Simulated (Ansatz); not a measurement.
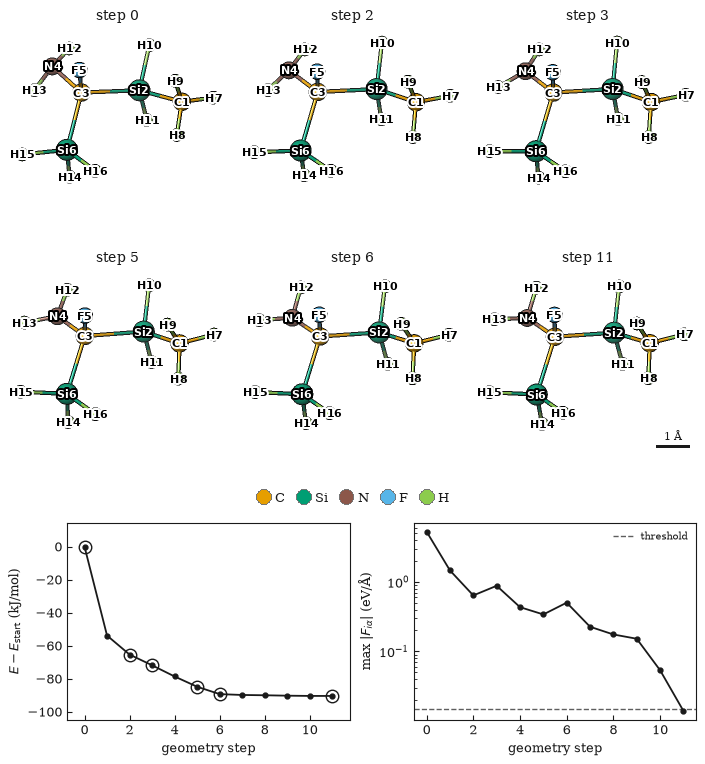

Frames of a relaxation of C₂H₁₀FNSi₂, marked on the history of the run. The picture is a ball-and-stick view, seen at a tilt.

The run prepares an end point of a later path (inversion) calculation, from a guessed geometry.

The calculation used Ansatz, RKS LDA/def2-SVP. Set-up: no spin polarisation; force threshold 0.015 eV/Å; at most 40 steps.

Describe the path.

After 11 geometry steps the energy has fallen by 90.4 kJ/mol. Largest force component: 5.3 eV/Å at the start, 0.014 eV/Å at the end. H13 moves most after the best rigid fit: 0.77 Å. By element the largest moves are H 0.77 Å, N 0.38 Å, C 0.20 Å, Si 0.19 Å, F 0.19 Å. Among the contacts that change: C3–N4 1.497 → 1.387 Å, C3–F5 1.371 → 1.446 Å, C3–Si6 1.827 → 1.896 Å, N4–H12 0.967 → 1.029 Å. Among the angles between lasting bonds that change: C3–N4–H13 104.7° → 116.1°, N4–C3–F5 102.7° → 113.6°, C1–Si2–H10 104.9° → 111.6°. The run took 15 s on 2 threads of Intel(R) Xeon(R) 6975P-C (Granite Rapids), with other jobs on the host, peak memory 0.2 GiB. From step 0 to 2: N4 moves most (0.13 Å), energy −65.3 kJ/mol. From step 2 to 3: H13 moves most (0.20 Å), energy −6.51 kJ/mol. From step 3 to 5: H13 moves most (0.36 Å), energy −13.0 kJ/mol. From step 5 to 6: H atoms move most (0.17 Å), energy −4.47 kJ/mol. From step 6 to 11: H15 moves most (0.06 Å), energy −1.10 kJ/mol.

```csv
step,"E − E(0), kJ/mol","largest force component, eV/Å"
0,0.00,5.2907
1,-53.84,1.4640
2,-65.34,0.6394
3,-71.85,0.8805
4,-78.62,0.4335
5,-84.84,0.3404
6,-89.30,0.5032
7,-89.82,0.2264
8,-90.00,0.1753
9,-90.25,0.1521
10,-90.40,0.0536
11,-90.41,0.0139
```
